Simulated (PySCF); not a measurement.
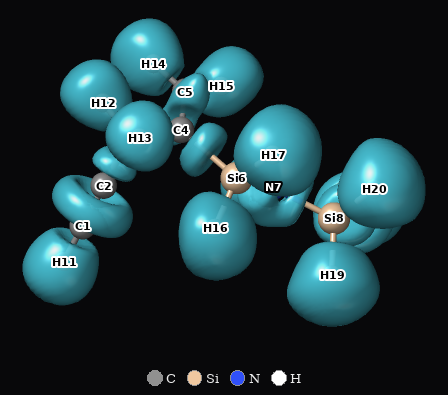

Figure 1: C₇H₁₁NSi₂. Isosurface of the electron localisation function at 0.75 (cyan), seen at a tilt. Only the valence region is drawn (cores and ρ < 0.01 e/Å³ removed).

Geometry: GFN2-xTB.

Theory: PySCF, PBE0/pcSseg-1, SCF density, gas phase, non-relativistic.

Input

```
{"job": {"kind": "nmr", "xc": "PBE0", "basis": "pcSseg-1"}, "charge": 0, "multiplicity": 1}
C     -3.317109    -1.405742    -1.438281
C     -3.155072    -0.529780    -0.639461
C     -2.917953     0.541547     0.307091
C     -1.453386     0.897522     0.327632
C     -1.039303     2.067917    -0.134293
Si    -0.285210    -0.390853     1.060821
N      1.231898    -0.229818     0.251259
Si     2.748510    -0.952625     0.678648
C      3.940314    -0.353863    -0.606847
C      4.707049     0.025622    -1.451008
H     -3.476759    -2.175656    -2.132115
H     -3.525193     1.407845     0.024473
H     -3.228784     0.205504     1.301253
H     -1.716823     2.809042    -0.535358
H      0.003251     2.340218    -0.126687
H     -0.853312    -1.736997     0.907979
H     -0.057590    -0.119683     2.486614
H      1.184199     0.152587    -0.679692
H      2.688209    -2.419630     0.633917
H      3.135719    -0.476202     2.008974
H      5.378426     0.359987    -2.189850
```

Launched as:

```sh
OMP_NUM_THREADS=1 python probes_run.py task.json out
```

**Identify the bonds, lone pairs and shells in this picture.**

The surface consists of five regions between bonded C–C atoms (shared pairs), two regions between bonded C–Si atoms (shared pairs), ten regions around hydrogen nuclei and one joined region spread over several atoms (H, N), in which their bonds and any lone pairs are merged.

Values along the shortest contacts:
C–C (1.20 Å): the ELF peaks at about 0.85 between the atoms: a multiple bond. Si–N (1.73 Å): the ELF peaks at about 0.90 between the atoms, as expected for a polar covalent bond.
